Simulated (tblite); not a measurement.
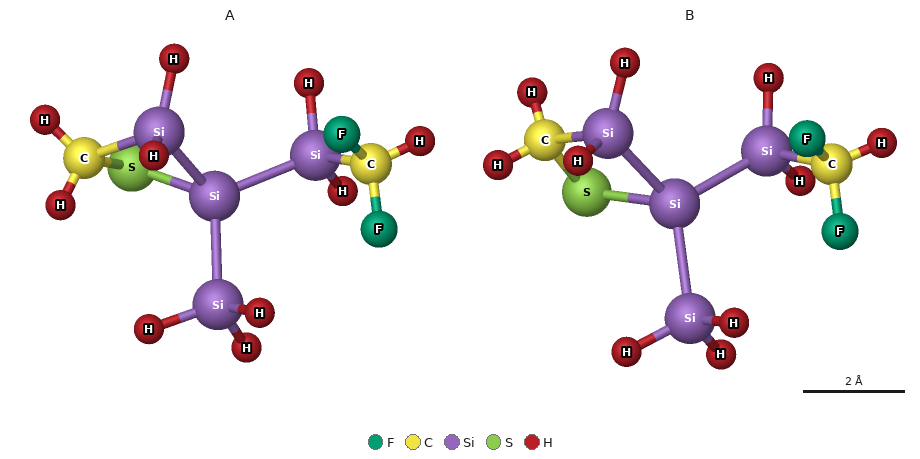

Two geometries of C₂H₁₀F₂SSi₄, drawn at one scale. One is the start of a relaxation, the other its converged end. Style: ball-and-stick. Shown face on.

These are results of GFN2-xTB geometry optimisation, gas phase in tblite, not measurements. 

Which geometry has the lower energy?

Answer. Structure B is the relaxed one. Over 116 geometry steps the energy falls by 93.7 kJ/mol. The largest move after the best rigid fit is that of an H atom, 0.95 Å. Largest moves by element: H 0.95 Å, S 0.54 Å, Si 0.40 Å, C 0.38 Å, F 0.26 Å. Near-neighbour distances that change, for instance: Si–Si 2.197 → 2.367 Å, Si–Si 2.248 → 2.359 Å, C–Si 1.833 → 1.938 Å, Si–Si 2.246 → 2.337 Å. Among the angles between lasting bonds that change: Si–Si–H 109.9° → 121.8°, Si–Si–H 111.0° → 121.3°, Si–C–S 95.9° → 105.3°. Groups turn about C–Si by about 30°, C–S by about 30°, S–Si by about 30°. The run took 2.9 s on 1 thread of Arm Neoverse N1, with other jobs on the host.
